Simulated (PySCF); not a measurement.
Run report: C$_{2}$H$_{5}$NO$_{3}$Si, geometry relaxation

C$_{2}$H$_{5}$NO$_{3}$Si, SMILES CO[Si](O)(O)C#N, computed with PBE0-D3(BJ)/def2-SVP geometry optimisation, gas phase (PySCF 2.14.0).

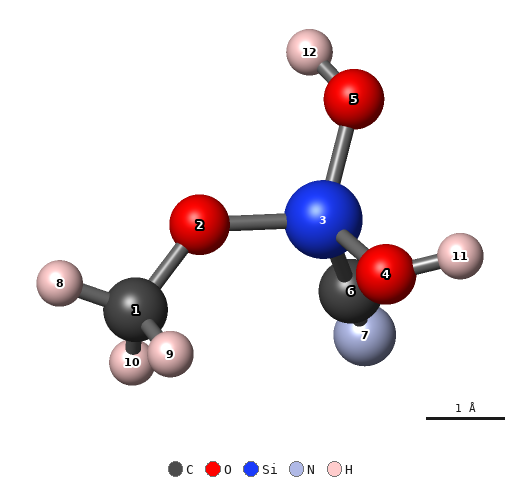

The structure as given in the input (ball-and-stick view, seen at an oblique angle; atoms are numbered from 1 in the order of the input). Bond lengths as drawn: C–H 1.07 to 1.12 Å, C–N 1.14 Å, C–O 1.41 Å, C–Si 1.87 Å, H–O 0.94 to 1.00 Å and O–Si 1.61 to 1.63 Å.

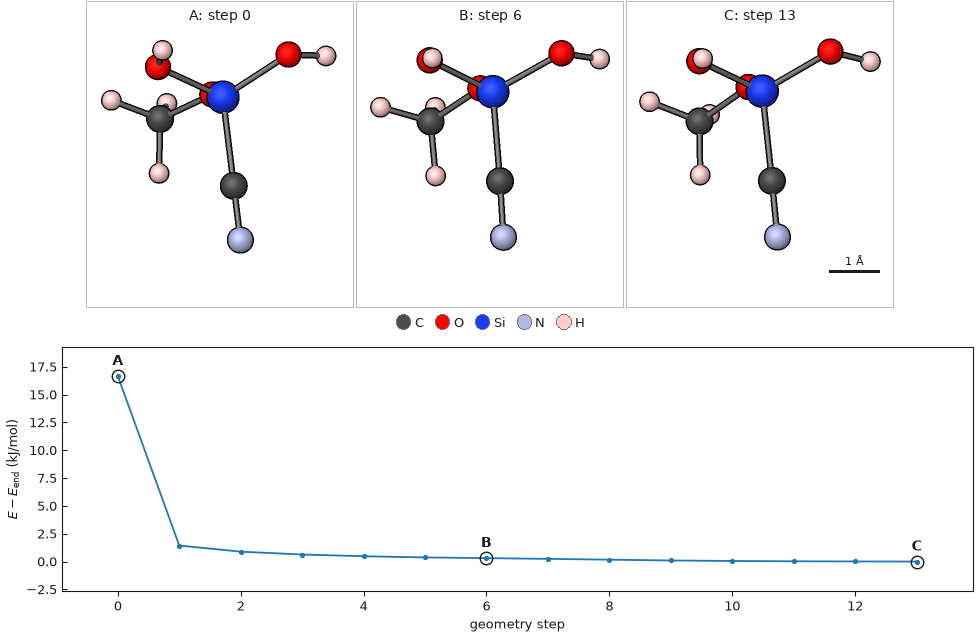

Frames of the relaxation (ball-and-stick view, seen at a tilt) above the curves, on which the letters mark them (steps are counted from 0).

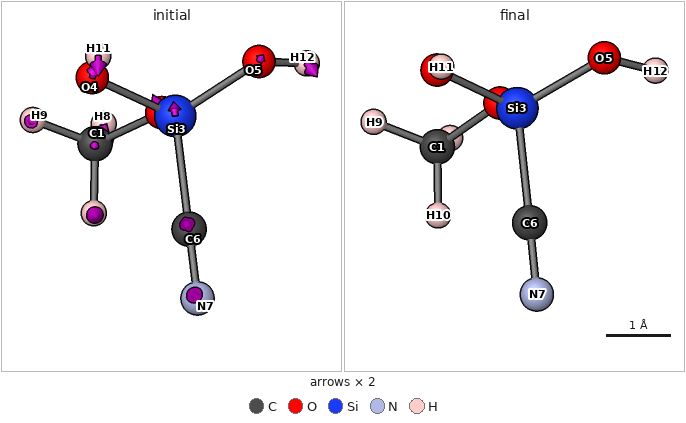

Before (left) and after (right) the relaxation, at one scale (ball-and-stick view, seen at a tilt). The pink arrows give the displacements, magnified 2 times. After 13 geometry steps the energy has fallen by 16.7 kJ/mol. The largest force component goes from 2.9 to 0.017 eV/Å. H8 moves most after the best rigid fit: 0.23 Å. Largest moves by element: H 0.23 Å, N 0.21 Å, C 0.18 Å, O 0.17 Å, Si 0.13 Å. Among the contacts that change: O4–H11 0.996 → 0.962 Å, C1–H8 1.067 → 1.099 Å, Si3–O5 1.611 → 1.635 Å, C6–N7 1.137 → 1.160 Å. Among the angles that change: O2–Si3–O5 107.4° → 111.0°, C1–O2–Si3 130.5° → 127.2°, Si3–O5–H12 120.9° → 118.3°. (Atoms are counted from 1 in the order of the input.)

These pictures come from the run below.

## Input file
```
{"job": {"xc": "PBE0", "basis": "def2-SVP", "d3": "d3bj", "grid": 1, "shake": 0.01, "kind": "geom"}, "charge": 0, "multiplicity": 1}
C      1.962440     0.112280     0.063000
O      0.783670    -0.660260     0.117100
Si    -0.778270    -0.205180     0.160990
O     -0.999420     0.845260     1.369090
O     -1.662140    -1.536040     0.365870
C     -1.219350     0.635960    -1.455640
N     -1.451250     1.135930    -2.449610
H      2.817930    -0.517520     0.159850
H      1.942750     0.881080     0.881410
H      1.993990     0.654820    -0.890330
H     -1.918410     0.965280     1.732970
H     -1.432260    -2.339880    -0.063720
```

The first line tells a small driver script what to run in PySCF; the rest is the geometry in Å.

Run as:
```bash
OMP_NUM_THREADS=1 python <driver script> task.json out
```

## The program's output
```
step   0  E = -648.37786226  max force = 0.057168
step   1  E = -648.38365709  max force = 0.005255
step   2  E = -648.38386884  max force = 0.001572
step   3  E = -648.38396539  max force = 0.001270
step   4  E = -648.38402462  max force = 0.002086
step   5  E = -648.38406525  max force = 0.001357
step   6  E = -648.38408899  max force = 0.000764
step   7  E = -648.38411446  max force = 0.001084
step   8  E = -648.38414163  max force = 0.001489
step   9  E = -648.38416979  max force = 0.001021
step  10  E = -648.38418618  max force = 0.000732
step  11  E = -648.38419710  max force = 0.000761
step  12  E = -648.38420328  max force = 0.000666
step  13  E = -648.38420649  max force = 0.000321
optimisation converged
```

## Trajectory as extended XYZ (Å, eV, eV/Å), 14 frames, from step=0 to step=13
```
12
Properties=species:S:1:pos:R:3:forces:R:3 step=0 energy=-17643.26030
C     1.9624    0.1123    0.0630   -1.6803   1.3675   0.3731
O     0.7837   -0.6603    0.1171    0.3666  -0.1484  -0.1104
Si   -0.7783   -0.2052    0.1610    0.7744   0.0916  -0.5762
O    -0.9994    0.8453    1.3691   -1.8052   0.7115   1.1270
O    -1.6621   -1.5360    0.3659   -0.9997   0.4331   0.5866
C    -1.2193    0.6360   -1.4556    0.7549  -1.5522   2.9397
N    -1.4512    1.1359   -2.4496   -0.6484   1.3881  -2.7127
H     2.8179   -0.5175    0.1598    0.8864  -0.7285   0.1312
H     1.9427    0.8811    0.8814    0.2504  -0.4818  -0.4034
H     1.9940    0.6548   -0.8903    0.2664   0.0750  -0.1948
H    -1.9184    0.9653    1.7330    1.5327  -0.1579  -0.5996
H    -1.4323   -2.3399   -0.0637    0.3019  -0.9979  -0.5604
12
Properties=species:S:1:pos:R:3:forces:R:3 step=1 energy=-17643.41798
C     1.9158    0.0880    0.1013    0.2702  -0.1503  -0.0341
O     0.7798   -0.7369    0.1615   -0.0413  -0.0898   0.1056
Si   -0.7727   -0.2446    0.1882    0.0366   0.2383  -0.0881
O    -0.9886    0.8623    1.3720    0.1078  -0.1061   0.0259
O    -1.7887   -1.5124    0.3429    0.0223  -0.1830  -0.0195
C    -1.0983    0.5994   -1.4419   -0.1186   0.0406  -0.1524
N    -1.3086    1.1163   -2.4598    0.0690  -0.0585   0.1573
H     2.8150   -0.5524    0.1803   -0.1908   0.1529  -0.0237
H     1.9321    0.8176    0.9258   -0.0130   0.0088   0.0438
H     1.9653    0.6394   -0.8529   -0.0006  -0.0014  -0.0307
H    -1.8495    1.2359    1.5684   -0.1009  -0.0076  -0.0441
H    -1.5632   -2.3416   -0.0957   -0.0409   0.1561   0.0602
12
Properties=species:S:1:pos:R:3:forces:R:3 step=2 energy=-17643.42374
C     1.9224    0.0802    0.0986    0.0445   0.0079  -0.0371
O     0.7798   -0.7370    0.1752   -0.0237  -0.0283   0.0669
Si   -0.7708   -0.2352    0.1905    0.0358   0.0809  -0.0784
O    -1.0007    0.8598    1.3800    0.0302   0.0080   0.0642
O    -1.7859   -1.5048    0.3446   -0.0149  -0.0537   0.0203
C    -1.0985    0.6083   -1.4392   -0.0424  -0.0167  -0.0067
N    -1.3029    1.1281   -2.4555    0.0301   0.0056   0.0200
H     2.8144   -0.5573    0.1882   -0.0270   0.0057  -0.0019
H     1.9402    0.8243    0.9118    0.0015  -0.0060  -0.0006
H     1.9733    0.6129   -0.8669   -0.0017  -0.0012   0.0028
H    -1.8725    1.2206    1.5598   -0.0217  -0.0206  -0.0405
H    -1.5602   -2.3290   -0.0969   -0.0107   0.0185  -0.0089
12
Properties=species:S:1:pos:R:3:forces:R:3 step=3 energy=-17643.42637
C     1.9259    0.0722    0.0925   -0.0653   0.0370  -0.0411
O     0.7777   -0.7359    0.1990    0.0006   0.0314   0.0388
Si   -0.7708   -0.2266    0.1995    0.0130  -0.0592  -0.0439
O    -1.0182    0.8587    1.3940   -0.0009   0.0444   0.0524
O    -1.7868   -1.4986    0.3449   -0.0140   0.0306   0.0330
C    -1.0884    0.6193   -1.4294    0.0003  -0.0236   0.0435
N    -1.2770    1.1457   -2.4447    0.0072   0.0309  -0.0432
H     2.8109   -0.5678    0.1966    0.0558  -0.0466   0.0082
H     1.9523    0.8394    0.8839    0.0048  -0.0076  -0.0068
H     1.9753    0.5751   -0.8891   -0.0037   0.0005   0.0113
H    -1.9007    1.2065    1.5480   -0.0014  -0.0032  -0.0150
H    -1.5618   -2.3170   -0.1052    0.0035  -0.0346  -0.0372
12
Properties=species:S:1:pos:R:3:forces:R:3 step=4 energy=-17643.42798
C     1.9267    0.0632    0.0840   -0.0887   0.0252  -0.0310
O     0.7748   -0.7346    0.2289    0.0184   0.0526   0.0219
Si   -0.7722   -0.2214    0.2134   -0.0064  -0.1073  -0.0081
O    -1.0380    0.8582    1.4107   -0.0290   0.0335   0.0140
O    -1.7917   -1.4938    0.3444    0.0039   0.0571   0.0299
C    -1.0700    0.6304   -1.4156    0.0182  -0.0110   0.0401
N    -1.2360    1.1658   -2.4301   -0.0029   0.0270  -0.0483
H     2.8089   -0.5782    0.2019    0.0559  -0.0459   0.0077
H     1.9646    0.8563    0.8489    0.0087  -0.0064  -0.0055
H     1.9686    0.5322   -0.9144   -0.0008   0.0036   0.0099
H    -1.9287    1.1982    1.5367    0.0194   0.0077   0.0066
H    -1.5686   -2.3055   -0.1187    0.0033  -0.0360  -0.0372
12
Properties=species:S:1:pos:R:3:forces:R:3 step=5 energy=-17643.42909
C     1.9250    0.0544    0.0746   -0.0477  -0.0064  -0.0131
O     0.7716   -0.7321    0.2606    0.0186   0.0440   0.0139
Si   -0.7747   -0.2193    0.2293   -0.0189  -0.0698   0.0154
O    -1.0582    0.8581    1.4267   -0.0329  -0.0045  -0.0287
O    -1.7982   -1.4904    0.3446    0.0214   0.0376   0.0185
C    -1.0473    0.6401   -1.4006    0.0192   0.0043   0.0136
N    -1.1881    1.1841   -2.4146   -0.0068   0.0080  -0.0230
H     2.8060   -0.5892    0.2008    0.0244  -0.0170  -0.0008
H     1.9791    0.8705    0.8137    0.0058  -0.0039   0.0000
H     1.9552    0.4922   -0.9381   -0.0005   0.0055   0.0042
H    -1.9527    1.1969    1.5285    0.0224   0.0145   0.0208
H    -1.5793   -2.2942   -0.1351   -0.0050  -0.0123  -0.0207
12
Properties=species:S:1:pos:R:3:forces:R:3 step=6 energy=-17643.42974
C     1.9233    0.0498    0.0693   -0.0011  -0.0201  -0.0023
O     0.7701   -0.7300    0.2773    0.0082   0.0181   0.0154
Si   -0.7767   -0.2199    0.2383   -0.0153  -0.0049   0.0145
O    -1.0674    0.8587    1.4336   -0.0194  -0.0274  -0.0393
O    -1.8023   -1.4891    0.3466    0.0243   0.0023   0.0088
C    -1.0342    0.6426   -1.3933    0.0111   0.0097  -0.0077
N    -1.1617    1.1893   -2.4079   -0.0058  -0.0072   0.0030
H     2.8043   -0.5965    0.1908   -0.0065   0.0052  -0.0079
H     1.9905    0.8724    0.8000    0.0026  -0.0017   0.0041
H     1.9426    0.4788   -0.9473   -0.0005   0.0054  -0.0011
H    -1.9607    1.2026    1.5283    0.0143   0.0112   0.0178
H    -1.5894   -2.2877   -0.1454   -0.0117   0.0094  -0.0053
12
Properties=species:S:1:pos:R:3:forces:R:3 step=7 energy=-17643.43043
C     1.9221    0.0460    0.0647    0.0385  -0.0205   0.0039
O     0.7690   -0.7275    0.2903   -0.0050  -0.0115   0.0176
Si   -0.7783   -0.2203    0.2460   -0.0041   0.0557   0.0002
O    -1.0726    0.8607    1.4378    0.0015  -0.0330  -0.0284
O    -1.8052   -1.4876    0.3523    0.0157  -0.0321   0.0023
C    -1.0245    0.6413   -1.3889    0.0013   0.0086  -0.0201
N    -1.1432    1.1866   -2.4056   -0.0040  -0.0169   0.0222
H     2.8022   -0.6061    0.1682   -0.0268   0.0198  -0.0120
H     2.0077    0.8651    0.7974   -0.0009  -0.0012   0.0060
H     1.9266    0.4798   -0.9500   -0.0016   0.0041  -0.0045
H    -1.9620    1.2132    1.5326    0.0000   0.0029   0.0069
H    -1.6033   -2.2801   -0.1548   -0.0146   0.0241   0.0061
12
Properties=species:S:1:pos:R:3:forces:R:3 step=8 energy=-17643.43117
C     1.9226    0.0426    0.0604    0.0515  -0.0085   0.0041
O     0.7688   -0.7245    0.3000   -0.0131  -0.0305   0.0162
Si   -0.7787   -0.2193    0.2528    0.0074   0.0766  -0.0176
O    -1.0738    0.8646    1.4404    0.0193  -0.0176  -0.0037
O    -1.8061   -1.4850    0.3627    0.0007  -0.0467   0.0010
C    -1.0194    0.6365   -1.3868   -0.0041   0.0036  -0.0194
N    -1.1345    1.1760   -2.4070   -0.0029  -0.0173   0.0262
H     2.7994   -0.6182    0.1323   -0.0299   0.0210  -0.0111
H     2.0320    0.8480    0.8050   -0.0024  -0.0016   0.0052
H     1.9080    0.4945   -0.9464   -0.0021   0.0023  -0.0048
H    -1.9591    1.2255    1.5391   -0.0125  -0.0067  -0.0049
H    -1.6208   -2.2698   -0.1623   -0.0118   0.0255   0.0089
12
Properties=species:S:1:pos:R:3:forces:R:3 step=9 energy=-17643.43193
C     1.9251    0.0393    0.0550    0.0379   0.0099   0.0017
O     0.7702   -0.7212    0.3074   -0.0152  -0.0344   0.0098
Si   -0.7774   -0.2162    0.2600    0.0142   0.0525  -0.0321
O    -1.0702    0.8716    1.4426    0.0310   0.0147   0.0268
O    -1.8054   -1.4802    0.3803   -0.0157  -0.0368   0.0033
C    -1.0188    0.6273   -1.3861   -0.0044  -0.0027  -0.0079
N    -1.1355    1.1560   -2.4116   -0.0026  -0.0094   0.0161
H     2.7951   -0.6332    0.0761   -0.0165   0.0108  -0.0067
H     2.0680    0.8178    0.8224   -0.0023  -0.0027   0.0021
H     1.8848    0.5255   -0.9352   -0.0020   0.0001  -0.0025
H    -1.9520    1.2386    1.5473   -0.0203  -0.0163  -0.0140
H    -1.6454   -2.2543   -0.1678   -0.0040   0.0145   0.0034
12
Properties=species:S:1:pos:R:3:forces:R:3 step=10 energy=-17643.43238
C     1.9284    0.0378    0.0507    0.0079   0.0200   0.0006
O     0.7725   -0.7201    0.3082   -0.0087  -0.0211   0.0018
Si   -0.7745   -0.2128    0.2643    0.0102   0.0034  -0.0291
O    -1.0619    0.8786    1.4439    0.0279   0.0376   0.0373
O    -1.8042   -1.4749    0.3966   -0.0188  -0.0094   0.0070
C    -1.0229    0.6183   -1.3866    0.0004  -0.0045   0.0044
N    -1.1458    1.1367   -2.4165   -0.0030   0.0004   0.0001
H     2.7914   -0.6425    0.0264    0.0013  -0.0033  -0.0028
H     2.0976    0.7883    0.8402   -0.0010  -0.0029  -0.0010
H     1.8681    0.5576   -0.9214   -0.0007  -0.0012   0.0003
H    -1.9438    1.2443    1.5527   -0.0178  -0.0189  -0.0129
H    -1.6662   -2.2405   -0.1685    0.0022  -0.0001  -0.0055
12
Properties=species:S:1:pos:R:3:forces:R:3 step=11 energy=-17643.43268
C     1.9311    0.0370    0.0475   -0.0164   0.0166   0.0010
O     0.7748   -0.7214    0.3048    0.0003  -0.0026  -0.0047
Si   -0.7712   -0.2101    0.2664    0.0002  -0.0344  -0.0125
O    -1.0514    0.8848    1.4450    0.0139   0.0391   0.0240
O    -1.8044   -1.4692    0.4087   -0.0097   0.0149   0.0081
C    -1.0282    0.6123   -1.3870    0.0063  -0.0019   0.0101
N    -1.1586    1.1234   -2.4195   -0.0032   0.0065  -0.0107
H     2.7894   -0.6467   -0.0085    0.0124  -0.0115  -0.0005
H     2.1163    0.7659    0.8535    0.0007  -0.0018  -0.0026
H     1.8584    0.5819   -0.9100    0.0003  -0.0013   0.0017
H    -1.9364    1.2429    1.5559   -0.0083  -0.0145  -0.0035
H    -1.6816   -2.2297   -0.1666    0.0036  -0.0091  -0.0104
12
Properties=species:S:1:pos:R:3:forces:R:3 step=12 energy=-17643.43284
C     1.9322    0.0360    0.0450   -0.0181   0.0053   0.0010
O     0.7760   -0.7236    0.3014    0.0039   0.0062  -0.0060
Si   -0.7689   -0.2089    0.2675   -0.0057  -0.0342   0.0031
O    -1.0433    0.8887    1.4462    0.0012   0.0230   0.0013
O    -1.8062   -1.4645    0.4146    0.0001   0.0184   0.0042
C    -1.0304    0.6108   -1.3864    0.0077   0.0012   0.0072
N    -1.1650    1.1194   -2.4196   -0.0022   0.0059  -0.0090
H     2.7890   -0.6487   -0.0239    0.0103  -0.0090   0.0004
H     2.1232    0.7555    0.8578    0.0014  -0.0005  -0.0021
H     1.8545    0.5911   -0.9061    0.0006  -0.0009   0.0010
H    -1.9319    1.2382    1.5586   -0.0003  -0.0079   0.0061
H    -1.6907   -2.2230   -0.1648    0.0011  -0.0075  -0.0073
12
Properties=species:S:1:pos:R:3:forces:R:3 step=13 energy=-17643.43293
C     1.9324    0.0337    0.0420   -0.0076  -0.0043   0.0004
O     0.7762   -0.7255    0.2998    0.0034   0.0060  -0.0042
Si   -0.7678   -0.2079    0.2688   -0.0065  -0.0132   0.0121
O    -1.0377    0.8917    1.4478   -0.0057   0.0050  -0.0165
O    -1.8091   -1.4600    0.4182    0.0043   0.0100  -0.0014
C    -1.0299    0.6118   -1.3850    0.0054   0.0027   0.0012
N    -1.1657    1.1199   -2.4184   -0.0005   0.0026  -0.0019
H     2.7883   -0.6519   -0.0324    0.0030  -0.0028   0.0009
H     2.1271    0.7500    0.8568    0.0010   0.0002  -0.0007
H     1.8521    0.5925   -0.9068    0.0005  -0.0009  -0.0002
H    -1.9288    1.2337    1.5638    0.0043  -0.0036   0.0118
H    -1.6988   -2.2171   -0.1643   -0.0016  -0.0018  -0.0012
```

## Results in brief

| quantity | value |
| --- | --- |
| outcome | converged |
| total energy | −648.384206 hartree |
| dipole moment | 1.85 D |
| point group | C1 |
| hardware | 1 CPU thread, shared host |
| wall time | 97 s |
| peak memory | 0.5 GiB |
